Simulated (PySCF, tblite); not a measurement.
**C₄H₁₁N₃OSi: geometry, infrared bands and NMR shifts**

Wanted: the infrared bands and NMR shifts of C₄H₁₁N₃OSi (`NC(=O)[C@H]1CC[Si]1(N)N`), by calculation.

The runs use tblite 0.8.0 and PySCF 2.14.0, with density-fitted response routines of our own; the level of theory stands in each step. All values are computed, except where a source is named. Atoms count from 0, in the outputs and in this text.

**1. The starting structure**

20 atoms, charge 0, multiplicity 1; geometry from: force field or distance geometry start.

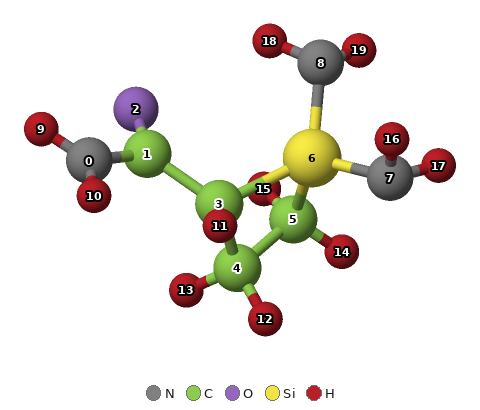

The starting geometry (nitrogen grey, carbon green, oxygen purple, silicon yellow, hydrogen red), atoms numbered.

**2. Relaxing the molecule with GFN2-xTB**

Job settings and geometry (Å):

```
{"job": {"kind": "relax", "xc": "GFN2-xTB", "basis": "xTB"}, "charge": 0, "multiplicity": 1}
N      2.948600     0.204000     0.740400
C      1.769000    -0.400500     0.356300
O      1.710000    -1.635000     0.448800
C      0.676500     0.570200    -0.145800
C      0.248400     0.412200    -1.641600
C     -0.944200    -0.573700    -1.403700
Si    -1.055600     0.080600     0.318800
N     -2.165500     1.290100     0.621300
N     -1.372800    -0.976100     1.572000
H      3.691000    -0.380500     1.076700
H      3.077800     1.204200     0.692600
H      0.898500     1.602500     0.118600
H     -0.065500     1.368200    -2.096100
H      1.034800     0.006500    -2.307200
H     -1.802600    -0.409400    -2.055600
H     -0.649200    -1.625300    -1.449100
H     -2.096700     1.546000     1.602700
H     -3.114100     0.908400     0.522000
H     -0.607600    -1.637500     1.658000
H     -2.186100    -1.544200     1.367900
```

The run is started by

```bash
$ OMP_NUM_THREADS=1 python probes_run.py task.json out
```

The driver reads the jobs from task.json and runs them one after another.

What it wrote:

```text
step      E/eV     max force
  0    -781.31415    2.905
  1    -781.55639    1.625
  2    -781.67784    1.002
  3    -781.78658    0.889
  4    -781.85621    0.737
  5    -781.95055    0.582
  6    -781.99671    0.461
  7    -782.03893    0.463
  8    -782.06645    0.401
  9    -782.08721    0.297
 10    -782.09944    0.252
 11    -782.10891    0.212
 12    -782.11834    0.261
 13    -782.12849    0.244
 14    -782.13899    0.240
 15    -782.14983    0.286
 16    -782.16104    0.224
 17    -782.17167    0.228
 18    -782.18018    0.195
 19    -782.18618    0.176
 20    -782.19091    0.151
 21    -782.19513    0.148
 22    -782.19853    0.143
 23    -782.20099    0.119
 24    -782.20285    0.107
 25    -782.20441    0.095
 26    -782.20587    0.094
 27    -782.20726    0.097
 28    -782.20865    0.104
 29    -782.21008    0.114
 30    -782.21141    0.100
 31    -782.21254    0.080
 32    -782.21356    0.098
 33    -782.21448    0.083
 34    -782.21524    0.065
 35    -782.21581    0.059
 36    -782.21628    0.055
 37    -782.21673    0.060
 38    -782.21716    0.061
 39    -782.21753    0.051
 40    -782.21786    0.047
 41    -782.21820    0.053
 42    -782.21857    0.052
 43    -782.21894    0.054
 44    -782.21933    0.051
 45    -782.21971    0.050
 46    -782.22010    0.045
 47    -782.22044    0.036
 48    -782.22070    0.031
 49    -782.22093    0.036
 50    -782.22118    0.041
 51    -782.22146    0.036
 52    -782.22177    0.035
 53    -782.22207    0.032
 54    -782.22234    0.035
 55    -782.22260    0.035
 56    -782.22284    0.034
 57    -782.22304    0.031
 58    -782.22320    0.026
 59    -782.22334    0.026
 60    -782.22349    0.027
 61    -782.22363    0.028
 62    -782.22376    0.023
 63    -782.22388    0.026
 64    -782.22400    0.031
 65    -782.22411    0.024
 66    -782.22422    0.026
 67    -782.22432    0.026
 68    -782.22444    0.043
 69    -782.22462    0.058
 70    -782.22489    0.061
 71    -782.22523    0.041
 72    -782.22557    0.044
 73    -782.22588    0.050
 74    -782.22628    0.064
 75    -782.22694    0.084
 76    -782.22789    0.081
 77    -782.22884    0.088
 78    -782.22969    0.074
 79    -782.23031    0.094
 80    -782.23083    0.107
 81    -782.23156    0.078
 82    -782.23305    0.042
 83    -782.23422    0.144
 84    -782.23544    0.131
 85    -782.23780    0.125
 86    -782.23344    0.550
 87    -782.24222    0.116
 88    -782.24465    0.111
 89    -782.22915    0.822
 90    -782.24761    0.080
 91    -782.24949    0.122
 92    -782.24172    0.794
 93    -782.25373    0.085
 94    -782.25610    0.149
 95    -782.24456    0.908
 96    -782.26067    0.119
 97    -782.26293    0.155
 98    -782.26431    0.485
 99    -782.26777    0.149
100    -782.26882    0.148
101    -782.27062    0.153
102    -782.27147    0.111
103    -782.27255    0.086
104    -782.27456    0.127
105    -782.27508    0.261
106    -782.27701    0.156
107    -782.27816    0.161
108    -782.28022    0.079
109    -782.28173    0.116
110    -782.28277    0.132
111    -782.28447    0.125
112    -782.28658    0.176
113    -782.28793    0.130
114    -782.28839    0.267
115    -782.29033    0.191
116    -782.29177    0.109
117    -782.29369    0.105
118    -782.29468    0.083
119    -782.29522    0.063
120    -782.29578    0.062
121    -782.29635    0.111
122    -782.29692    0.095
123    -782.29751    0.072
124    -782.29796    0.072
125    -782.29843    0.050
126    -782.29897    0.063
127    -782.29935    0.049
128    -782.29965    0.042
129    -782.29987    0.037
130    -782.30007    0.032
131    -782.30030    0.038
132    -782.30053    0.037
133    -782.30074    0.038
134    -782.30091    0.029
135    -782.30104    0.033
136    -782.30119    0.031
137    -782.30138    0.030
138    -782.30159    0.031
139    -782.30179    0.029
140    -782.30199    0.031
141    -782.30221    0.035
142    -782.30247    0.043
143    -782.30273    0.036
144    -782.30295    0.045
145    -782.30310    0.029
146    -782.30323    0.028
147    -782.30335    0.025
148    -782.30350    0.031
149    -782.30360    0.025
150    -782.30374    0.033
151    -782.30385    0.022
152    -782.30393    0.020
153    -782.30400    0.020
154    -782.30408    0.016
155    -782.30416    0.022
156    -782.30420    0.015
157    -782.30424    0.016
158    -782.30429    0.016
159    -782.30436    0.018
160    -782.30443    0.025
161    -782.30450    0.026
162    -782.30456    0.027
163    -782.30463    0.019
164    -782.30471    0.022
165    -782.30480    0.024
166    -782.30489    0.022
167    -782.30497    0.021
168    -782.30501    0.015
169    -782.30504    0.014
170    -782.30508    0.015
171    -782.30512    0.013
172    -782.30518    0.016
173    -782.30524    0.018
174    -782.30529    0.017
175    -782.30532    0.012
176    -782.30535    0.010
```

Run time: 2.4 s. Hardware: 1 thread of Arm Neoverse N1, shared host; peak memory 0.18 GiB.

Relaxation path: (not every step is listed)

```csv
step,energy from step 0 (eV),largest force (eV/Å)
0,0.0000,2.9050
1,-0.2422,1.6246
2,-0.3637,1.0018
3,-0.4724,0.8889
4,-0.5421,0.7372
5,-0.6364,0.5816
6,-0.6826,0.4605
7,-0.7248,0.4633
8,-0.7523,0.4007
24,-0.8887,0.1069
40,-0.9037,0.0469
56,-0.9087,0.0344
72,-0.9114,0.0444
88,-0.9305,0.1106
104,-0.9604,0.1269
120,-0.9816,0.0615
136,-0.9870,0.0310
152,-0.9898,0.0204
168,-0.9909,0.0153
171,-0.9910,0.0134
172,-0.9910,0.0158
173,-0.9911,0.0181
174,-0.9911,0.0170
175,-0.9912,0.0122
176,-0.9912,0.0100
```

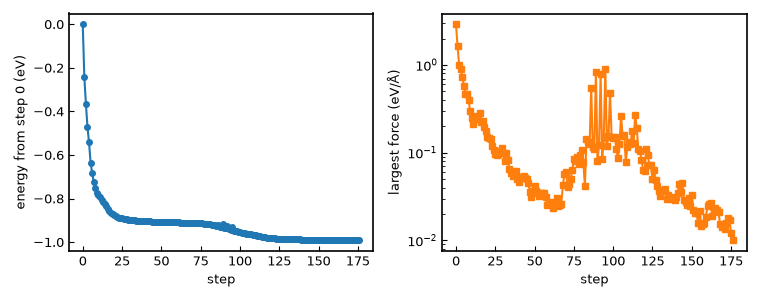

Energy and force, step by step.

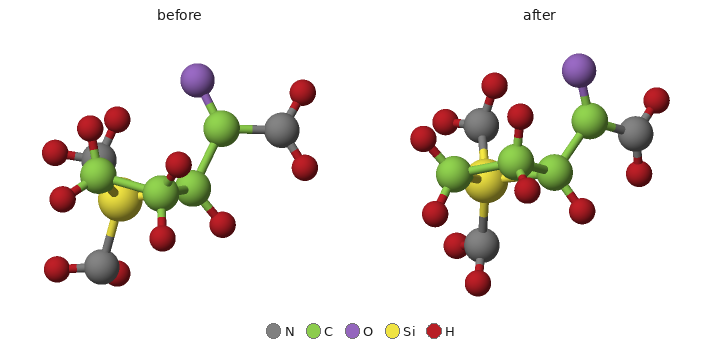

The geometry before (left) and after (right).

Close pairs (by a distance rule), those that changed most:

```csv
bond,before (Å),after (Å),change (Å)
C5–Si6,1.846,1.916,+0.071
C3–Si6,1.859,1.924,+0.065
C1–C3,1.545,1.486,-0.059
Si6–N7,1.669,1.725,+0.055
Si6–N8,1.670,1.720,+0.050
C3–C4,1.564,1.538,-0.026
C1–O2,1.239,1.217,-0.022
N7–H17,1.027,1.006,-0.021
```

The next job starts from the end point, and lists it.

**3. Infrared spectrum with GFN2-xTB**

Job settings and geometry (Å):

```
{"job": {"kind": "ir", "xc": "GFN2-xTB", "basis": "xTB"}, "charge": 0, "multiplicity": 1}
N      2.462124     0.458545     1.156586
C      1.817657    -0.223865     0.168668
O      2.138786    -1.360336    -0.124748
C      0.694133     0.518385    -0.460950
C      0.250179    -0.031215    -1.827303
C     -1.227617    -0.385981    -1.552424
Si    -0.992100     0.004560     0.309005
N     -1.861261     1.271763     1.092034
N     -0.785033    -1.217318     1.501544
H      3.117141    -0.046678     1.730318
H      2.072760     1.306727     1.526497
H      0.900387     1.586071    -0.466450
H      0.373968     0.691948    -2.632124
H      0.833357    -0.920720    -2.062228
H     -1.912278     0.269033    -2.089728
H     -1.478538    -1.406840    -1.832430
H     -2.535156     1.018948     1.793285
H     -2.204710     2.037790     0.537630
H     -0.078087    -1.909849     1.308716
H     -1.590864    -1.650290     1.921064
```

What it wrote:

```text
mode    cm-1     km/mol
  1      33.3     10.55
  2      56.0      6.59
  3      96.6      0.10
  4     103.9      8.05
  5     169.4      5.25
  6     184.6      3.55
  7     207.3      2.40
  8     249.1     36.23
  9     250.9     14.10
 10     257.0     20.96
 11     355.4    219.87
 12     383.7      5.06
 13     482.9     72.62
 14     492.8     96.22
 15     513.4     33.56
 16     562.1    197.80
 17     594.4     51.11
 18     633.1     74.95
 19     680.1     28.03
 20     719.6     88.77
 21     729.9      9.82
 22     785.5     11.55
 23     814.9     46.09
 24     852.8     10.40
 25     915.1    118.89
 26     935.3    131.99
 27     954.9    177.22
 28    1008.4     41.27
 29    1031.7      3.56
 30    1057.1    101.89
 31    1080.0      4.65
 32    1124.0     25.48
 33    1188.0     15.75
 34    1216.3     13.11
 35    1225.4    157.99
 36    1286.2     11.59
 37    1328.1    189.48
 38    1461.9    126.82
 39    1467.4      0.32
 40    1487.2      3.05
 41    1503.2     85.80
 42    1514.2     38.63
 43    1726.6    447.72
 44    2981.6     20.06
 45    2989.7     15.99
 46    3002.5     97.89
 47    3005.4     38.35
 48    3012.6     49.40
 49    3467.8      7.05
 50    3468.6      4.62
 51    3491.5      2.29
 52    3507.8      1.94
 53    3532.1      0.99
 54    3544.6      1.83
```

Run time: 1.4 s. Hardware: 1 thread of Arm Neoverse N1, shared host; peak memory 0.18 GiB.

Which atoms move in the most intense modes:

```csv
cm⁻¹,km/mol,atoms
355,219.9,"H10 69 %, N0 18 %, H9 10 %"
562,197.8,"H18 40 %, H19 25 %, N8 17 %"
935,132.0,"Si6 19 %, C3 15 %, H15 14 %, N8 10 %"
955,177.2,"Si6 36 %, N8 21 %"
1225,158.0,"H11 27 %, C1 26 %, H12 13 %"
1328,189.5,"C1 28 %, C3 24 %, H11 23 %"
1462,126.8,"H10 40 %, H9 33 %, N0 18 %"
1727,447.7,"C1 64 %, O2 32 %"
```

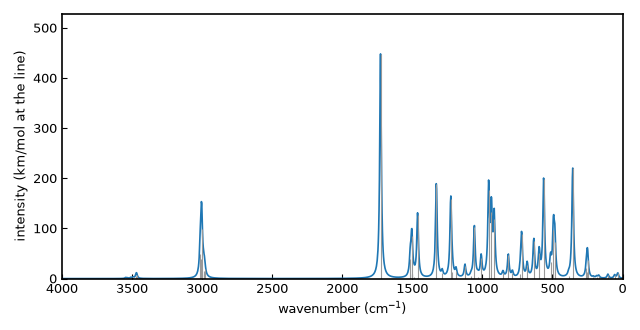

The infrared spectrum from these modes, unscaled. Lines are broadened to a width of 14 cm⁻¹ (Lorentzian).

**4. Nuclear shieldings: PBE0/pcSseg-1**

Same as in step 3 but for these lines:

```diff
@@ -1,2 +1,2 @@
-{"job": {"kind": "ir", "xc": "GFN2-xTB", "basis": "xTB"}, "charge": 0, "multiplicity": 1}
+{"job": {"kind": "nmr", "xc": "PBE0", "basis": "pcSseg-1"}, "charge": 0, "multiplicity": 1}
 N      2.462124     0.458545     1.156586
```

Method: GIAO PBE0/pcSseg-1 NMR shielding, non-relativistic, gas phase.

What it wrote:

```text
coarse grid: 17064 points
cycle   1  E = -687.2058811238  dE =  1.394e+00  |g| = 1.001e+00  |ddm| = 4.106e+00
cycle   2  E = -686.7814155653  dE =  4.245e-01  |g| = 1.773e+00  |ddm| = 2.692e+00
cycle   3  E = -687.3910275317  dE = -6.096e-01  |g| = 3.278e-01  |ddm| = 2.094e+00
cycle   4  E = -687.4125953158  dE = -2.157e-02  |g| = 6.488e-02  |ddm| = 2.983e-01
cycle   5  E = -687.4133544390  dE = -7.591e-04  |g| = 1.777e-02  |ddm| = 5.520e-02
cycle   6  E = -687.4134193245  dE = -6.489e-05  |g| = 6.690e-03  |ddm| = 2.011e-02
cycle   7  E = -687.4134294000  dE = -1.008e-05  |g| = 1.314e-03  |ddm| = 6.715e-03
cycle   8  E = -687.4134297463  dE = -3.463e-07  |g| = 4.699e-04  |ddm| = 1.871e-03
final grid: 160040 points
cycle   9  E = -687.4679457075  dE = -3.363e-05  |g| = 1.347e-02  |ddm| = 3.457e-02
cycle  10  E = -687.4678817422  dE =  6.397e-05  |g| = 2.277e-02  |ddm| = 2.644e-02
cycle  11  E = -687.4679807810  dE = -9.904e-05  |g| = 3.228e-03  |ddm| = 1.877e-02
cycle  12  E = -687.4679828085  dE = -2.028e-06  |g| = 2.206e-04  |ddm| = 2.772e-03
cycle  13  E = -687.4679828152  dE = -6.700e-09  |g| = 1.242e-04  |ddm| = 2.840e-04
cycle  14  E = -687.4679828184  dE = -3.182e-09  |g| = 3.622e-05  |ddm| = 1.365e-04
cycle  15  E = -687.4679828187  dE = -2.756e-10  |g| = 9.915e-06  |ddm| = 3.929e-05
converged SCF energy = -687.4679828187

GIAO shielding tensors (ppm)
atom      isotropic    diamagn.    paramagn.     s11        s22        s33       span
  0 N      154.779     324.106    -169.327     67.003    146.309    251.025    184.022
  1 C       10.055     247.165    -237.110    -80.118     10.999     99.283    179.401
  2 O      -58.918     402.790    -461.708   -348.442   -173.703    345.391    693.834
  3 C      136.384     260.130    -123.746     97.300    147.215    164.638     67.338
  4 C      173.447     250.319     -76.872    167.715    171.457    181.169     13.455
  5 C      157.422     258.909    -101.486    117.867    173.757    180.643     62.776
  6 Si     354.340     880.026    -525.686    298.596    349.753    414.671    116.076
  7 N      239.120     316.751     -77.632    207.632    246.208    263.519     55.887
  8 N      248.421     319.132     -70.711    221.826    258.258    265.178     43.352
  9 H       27.401      30.728      -3.326     22.511     23.522     36.172     13.661
 10 H       27.255      34.003      -6.748     22.349     26.947     32.470     10.120
 11 H       28.906      35.415      -6.509     25.282     28.838     32.597      7.315
 12 H       30.107      31.695      -1.588     25.317     27.668     37.336     12.019
 13 H       29.179      32.278      -3.099     25.552     27.687     34.297      8.745
 14 H       30.130      32.258      -2.128     26.347     28.306     35.737      9.390
 15 H       30.071      32.048      -1.976     25.903     27.814     36.497     10.594
 16 H       30.948      30.002       0.946     23.658     27.376     41.810     18.151
 17 H       31.280      31.227       0.053     24.069     27.616     42.155     18.086
 18 H       30.621      32.996      -2.375     22.240     28.625     40.997     18.757
 19 H       31.399      30.552       0.848     24.132     26.981     43.084     18.952
```

It took 92 s on 1 thread of Arm Neoverse N1, shared host; peak memory 1 GiB.

The references, computed at this level on geometries of the same kind, shield at (ppm): ¹H TMS 31.72, ¹³C TMS 186.9, ²⁹Si TMS 349.2, ¹⁵N NH3 267.7, ¹⁷O H2O 336.1. Their shielding less the atom's gives the shift. The references are single molecules in the gas phase, so shifts against H2O, NH3, PH3, H3PO4 or CFCl3 are not on the usual liquid scales and can be off by tens of ppm. Atoms listed in one row are averaged.

```csv
atoms,environment,σ (ppm),δ (ppm),δ scaled to CDCl3
C1,amide carbonyl carbon,10.1,176.9,170.7
C3,"sp3 CH bonded to Si, α to a carbonyl",136.4,50.5,47.4
C5,sp3 CH2 bonded to Si,157.4,29.5,26.9
C4,sp3 CH2 in a ring,173.4,13.5,11.2
H10,hydrogen on an amide-type nitrogen,27.26,4.46,–
H9,hydrogen on an amide-type nitrogen,27.40,4.32,–
H11,"hydrogen on an sp3 CH bonded to Si, α to a carbonyl",28.91,2.81,2.76
H13,hydrogen on an sp3 CH2 in a ring,29.18,2.54,2.50
H15,hydrogen on an sp3 CH2 bonded to Si,30.07,1.65,1.66
H12,hydrogen on an sp3 CH2 in a ring,30.11,1.61,1.62
H14,hydrogen on an sp3 CH2 bonded to Si,30.13,1.59,1.60
"H18, H19",hydrogen on a nitrogen bonded to Si,31.01,0.71,–
"H16, H17",hydrogen on a nitrogen bonded to Si,31.11,0.60,–
N0,amide-type nitrogen,154.8,112.9,–
N7,"nitrogen bonded to Si, 2 H",239.1,28.6,–
N8,"nitrogen bonded to Si, 2 H",248.4,19.3,–
O2,amide-type carbonyl oxygen,-58.9,395.0,–
Si6,"silicon bonded to 2 C, 2 N, in a 4-membered ring",354.3,-5.2,–
```

The scaled column applies a straight-line fit of computed shieldings to shifts measured in CDCl3 (root-mean-square error 0.16 ppm for H, 1.9 ppm for C).

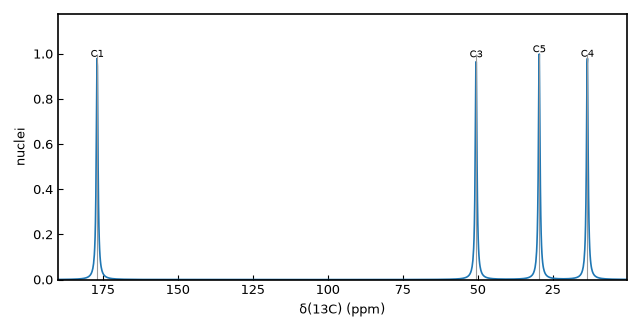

¹³C lines at the computed shifts, without couplings. Lines are broadened to a width of 0.65 ppm (Lorentzian).

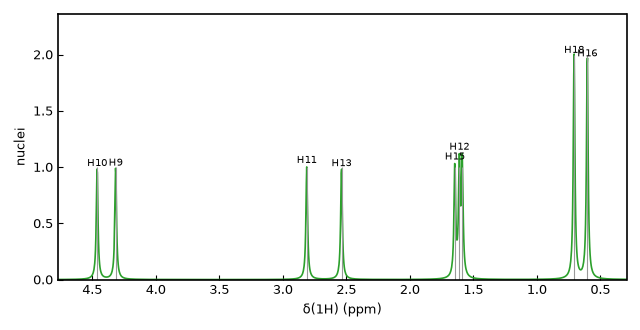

¹H lines at the computed shifts, without couplings. Lines are broadened to a width of 0.02 ppm (Lorentzian).

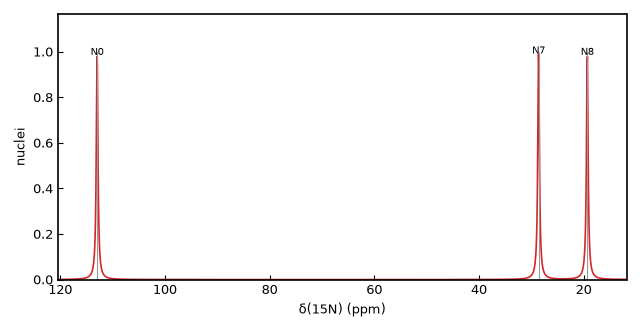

¹⁵N lines at the computed shifts, without couplings. Lines are broadened to a width of 0.37 ppm (Lorentzian).

Charges from the same density, by scheme (e):

```csv
atoms,Mulliken,IAO,Hirshfeld,ESP fit
N0,-0.40,-0.52,-0.18,-0.88
C1,0.46,0.45,0.17,0.57
O2,-0.45,-0.53,-0.30,-0.52
C3,-0.65,-0.48,-0.14,-0.34
C4,-0.12,-0.25,-0.08,0.26
C5,-0.56,-0.60,-0.18,-0.64
Si6,1.12,1.27,0.45,0.89
N7,-0.61,-0.84,-0.32,-1.07
N8,-0.62,-0.84,-0.32,-0.96
```

Mulliken charges:

N0 -0.40; C1 0.46; O2 -0.45; C3 -0.65; C4 -0.12; C5 -0.56; Si6 1.12; N7 -0.61; N8 -0.62; H9 0.19; H10 0.19; H11 0.14; H12 0.12; H13 0.14; H14 0.13; H15 0.14; H16 0.19; H17 0.19; H18 0.21; H19 0.19

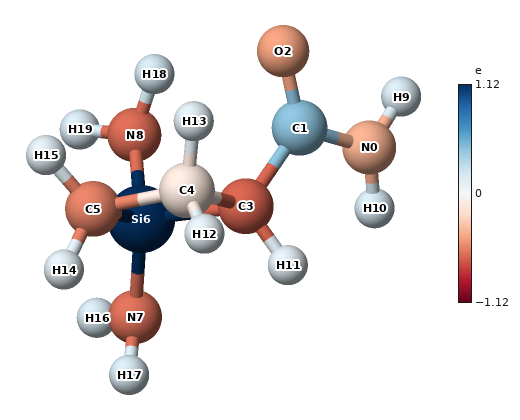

Mulliken charges, as colours on the atoms.

Mayer bond orders: N0–C1 1.19, C1–O2 1.89, C1–C3 0.96, C3–C4 1.00, C4–C5 1.01, C5–Si6 0.87, Si6–N7 1.07, Si6–N8 1.09, Si6–C3 0.76.

Ring of atoms C3, C4, C5, Si6: NICS(0) -1.6, NICS(1) -1.7, NICS(1)zz 2.4 ppm (means of both faces).

The fields below are evaluated on a grid from the run's orbitals.

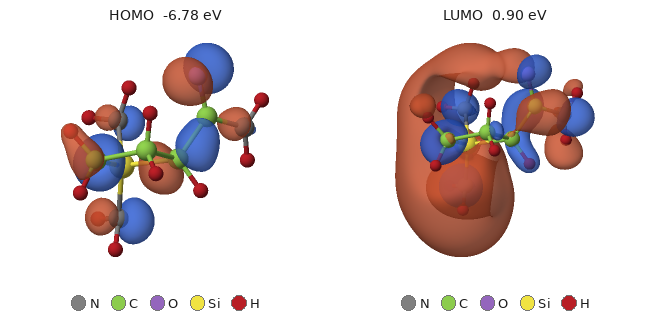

PBE0/pcSseg-1 orbitals near the gap, drawn at the value that encloses 70 % of each; the two colours are the two signs.

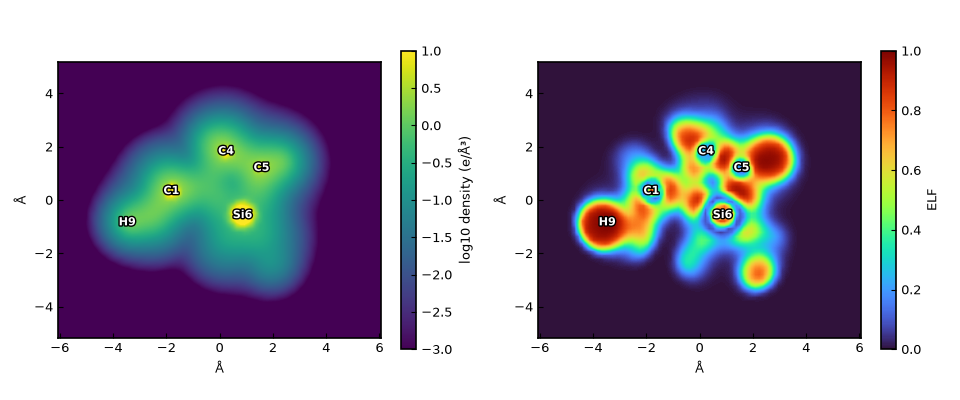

Density (left) and ELF (right) in a plane through or near 5 of the atoms.

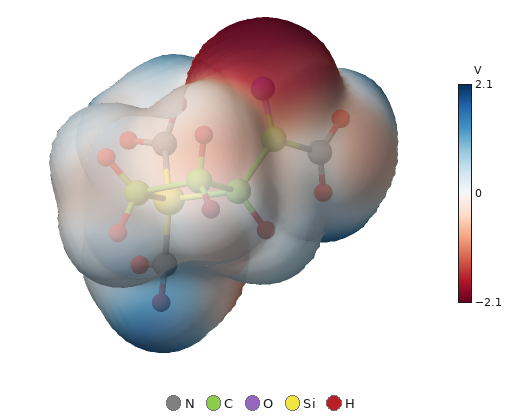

The potential that a unit positive charge feels on the 0.002 e/bohr³ surface, from -2.10 V near O2 to 1.72 V near H10.

**5. Results**

| quantity | value |
| --- | --- |
| strongest single infrared mode (GFN2-xTB) | 1727 cm⁻¹, 448 km/mol |
| zero-point energy (GFN2-xTB) | 99.7 kcal/mol |
| ¹³C shifts against TMS (PBE0/pcSseg-1) | 176.9, 50.5, 29.5, 13.5 ppm |
| ¹H shifts against TMS (PBE0/pcSseg-1, means over atoms taken as alike) | 4.46, 4.32, 2.81, 2.54, 1.65, 1.61, 1.59, 0.71, 0.60 ppm |
| ¹⁵N shifts against NH3 (PBE0/pcSseg-1) | 112.9, 28.6, 19.3 ppm |
| ¹⁷O shifts against H2O (PBE0/pcSseg-1) | 395.0 ppm |
| ²⁹Si shifts against TMS (PBE0/pcSseg-1) | -5.2 ppm |
| surface potential, least and greatest | -2.10 V and 1.72 V |

What this shows: Over 176 steps the energy fell by 0.991 eV; of the close pairs, C5–Si6 changed most, 1.846 to 1.916 Å. No mode is imaginary among the 54: a minimum at this level. The strongest single mode, at 1727 cm⁻¹, moves mainly C1 and O2. Unscaled tight-binding wavenumbers are off by several per cent, some by more. Its intensities can rank the bands wrongly. At PBE0/pcSseg-1: The widest tensor belongs to O2: span 694 ppm, with a paramagnetic part of -462 ppm.
